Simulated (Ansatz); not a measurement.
A series of calculations on SiH$_{2}$ClF$_{3}$

### Relaxation

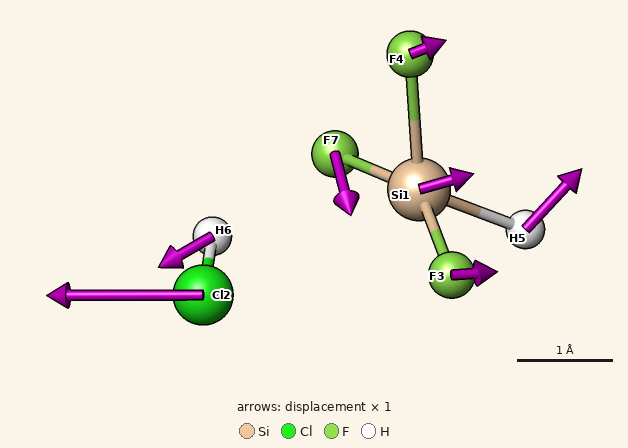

A relaxation of SiH2ClF3 (started from a transition state, displaced along its imaginary mode). The starting structure is drawn; purple arrows show the displacements, at their true length. The two geometries are superimposed by the best rigid fit.

A ball-and-stick model, seen from a free direction.

Theory: Ansatz 0.2.0, RKS PBE0-D4/def2-TZVP. Settings: force threshold 0.005 eV/Å; at most 200 steps.

### Which element moves most?

Chlorine: up to 1.71 Å, against 0.89 Å for hydrogen.

### What did the optimiser do to the structure, and how much energy did it gain?

The atom that moves furthest after the best rigid fit is Cl2 (1.71 Å). By element the largest moves are Cl 1.71 Å, H 0.89 Å, F 0.86 Å, Si 0.61 Å. Near-neighbour distances that change, for instance: Si1–Cl2 2.556 → 4.698 Å, Cl2–H6 1.167 → 1.281 Å, Si1–F3 1.628 → 1.570 Å, Si1–F7 1.610 → 1.582 Å. Among the angles between lasting bonds that change: F3–Si1–F7 152.9° → 107.7°, H5–Si1–F7 92.0° → 110.1°, F3–Si1–H5 97.7° → 111.2°. Over 30 accepted moves (33 points after the start) the energy falls by 166.9 kJ/mol. The largest force component goes from 4.6 to 0.0014 eV/Å. The line search rejected the trial steps at points 14, 16, 17 of the run.

### Relaxation

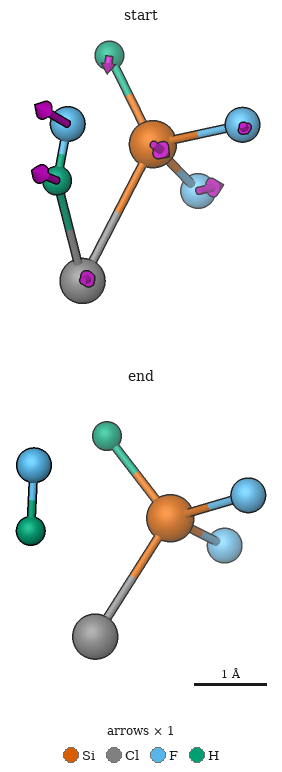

The structure of SiH$_{2}$ClF$_{3}$ (started from a transition state, displaced along its imaginary mode) before (top) and after (bottom) a relaxation, at one scale. The purple arrows give the displacements, at their true length.

The picture is a ball-and-stick view, seen from a free direction.

These are results of RKS PBE0-D4/def2-TZVP in Ansatz 0.2.0, not measurements.

Input
```yaml
crystal:
  periodic: [false, false, false]
  atoms:
    - {symbol: Si, position_ang: [-0.407412, -0.247896, -0.239600]}
    - {symbol: Cl, position_ang: [1.780315, -0.117967, -0.482267]}
    - {symbol: F, position_ang: [-0.514219, -1.244076, -1.459541]}
    - {symbol: F, position_ang: [-1.107489, 1.072860, -0.759982]}
    - {symbol: H, position_ang: [-1.189277, -0.974611, 0.793413]}
    - {symbol: H, position_ang: [1.072055, 0.703566, 0.889607]}
    - {symbol: F, position_ang: [0.366026, 0.808124, 1.258470]}
basis:
  gaussian: {orbitals: def2-TZVP}
hamiltonian: {xc: pbe0, dispersion: d4}
relax: {f_tol: 0.005, max_steps: 200}
```

Command:
```bash
ansatz run in.yaml --threads 4 --pin off --events-out ev --progress --plain --max-ram 9574MiB
```

### What changed between the two?

The largest move after the best rigid fit is that of F7, 0.81 Å. By element the largest moves are F 0.81 Å, H 0.65 Å, Si 0.45 Å, Cl 0.33 Å. Some distances before and after: Si1–F7 1.989 → 3.227 Å, Si1–H6 2.090 → 3.067 Å, Cl2–F7 2.427 → 3.171 Å, Cl2–H6 1.749 → 2.472 Å. Bond angles that change, for instance: Cl2–Si1–H5 128.9° → 111.6°, Cl2–Si1–F3 91.1° → 107.3°, F3–Si1–H5 101.1° → 110.2°. After 14 accepted moves (15 points after the start) the energy has fallen by 42.8 kcal/mol. Largest force component: 12 eV/Å at the start, 0.0046 eV/Å at the end. The line search rejected the trial step at point 9 of the run. The forces were under the threshold at step 11, but the run went on from there. Cost: 39 s on 4 threads of Arm Neoverse V1 (shared host).

### Reaction

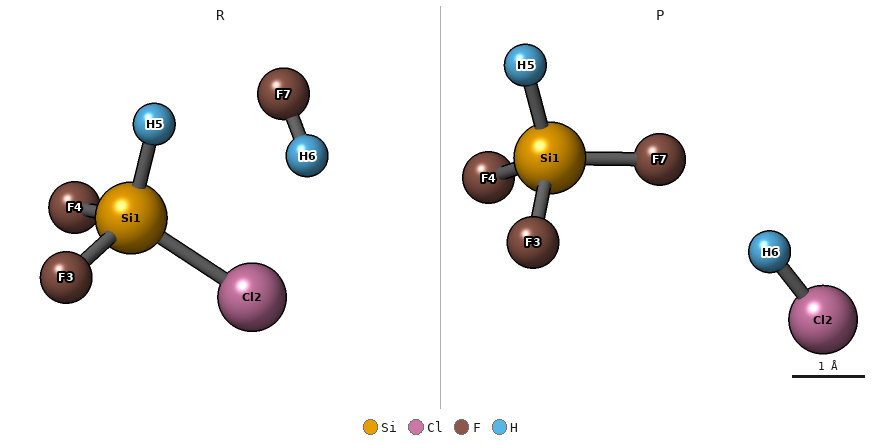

Reactant (R) and product (P) of one elementary step of SiH2ClF3. A ball-and-stick model, seen at a tilt.

Stationary points at PBE0-D4/def2-TZVP, single-point energies with CCSD(T)/CBS, PBE0-D4, r2SCAN-D4 (def2-TZVPP where no basis is named; Ansatz 0.2.0). The energies are electronic, without zero-point or thermal terms, and both ends are the minima reached downhill from the saddle, with any fragments still in contact. CCSD(T)/CBS stands for a frozen-core estimate: MP2 correlation extrapolated from def2-TZVPP and def2-QZVPP, CCSD(T) minus MP2 from the smaller set.

R:
```xyz
7

Si   -0.4716   -0.4676   -0.6192
Cl    1.5604   -0.3082   -0.6539
F    -0.8845   -1.4460   -1.7843
F    -1.0831    0.9459   -0.9401
H    -0.9502   -0.9797    0.6627
H     1.2777    1.0495    1.3923
F     0.5513    1.2061    1.9426
```

P:
```xyz
7

Si   -1.1573   -0.3051   -0.0757
Cl    3.3845    0.8899    0.0355
F    -0.8240   -1.3760   -1.1746
F    -1.6091    1.0216   -0.7840
H    -2.1855   -0.7909    0.8401
H     2.2152    0.5582    0.4413
F     0.1762    0.0023    0.7174
```

What is the transition state like, and how high is the barrier?

Counted by bonded pieces, R holds HF + SiHClF₂ and P holds HCl + SiHF₃. From R over the saddle to P, bonds form: Si1–F7 (3.23 → 1.80 → 1.58 Å), Cl2–H6 (2.47 → 1.46 → 1.28 Å). Bonds break: Si1–Cl2 (2.04 → 2.38 → 4.70 Å), H6–F7 (0.92 → 1.24 → 2.13 Å). The saddle has one imaginary mode, 649i cm⁻¹. With CCSD(T)/CBS the barrier is 30.0 kcal/mol from R and 42.3 kcal/mol from P, and P lies 12.3 kcal/mol below R.

```tsv
level	barrier from R (kcal/mol)	barrier from P (kcal/mol)	P less R (kcal/mol)
CCSD(T)/CBS	30.0	42.3	−12.3
PBE0-D4	26.4	36.8	−10.3
r2SCAN-D4	23.9	35.6	−11.7
```

Against CCSD(T)/CBS, PBE0-D4 comes closest on the barrier from R (−3.5 kcal/mol) and r2SCAN-D4 misses most (−6.1 kcal/mol).

Saddle geometry:

```xyz
7

Si   -0.4892   -0.1970   -0.1478
Cl    1.8690   -0.0528   -0.4355
F    -0.4583   -1.2025   -1.3888
F    -1.1506    1.0855   -0.7867
H    -1.2637   -1.0027    0.7994
H     1.3124    0.6248    0.7283
F     0.1804    0.7447    1.2313
```

The saddle point in the same view, with dashed sticks for the bonds that form or break:

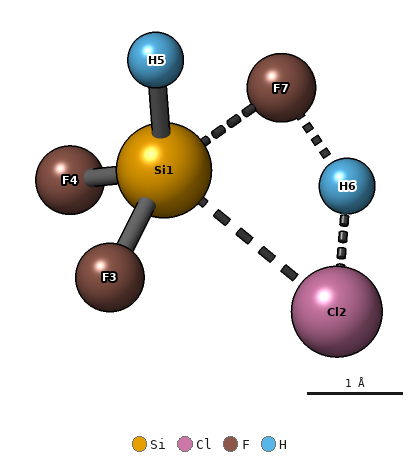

Limits of the set-up: the start holds two separate molecules, 2.5 Å apart at their closest, whose relative position is a soft coordinate.
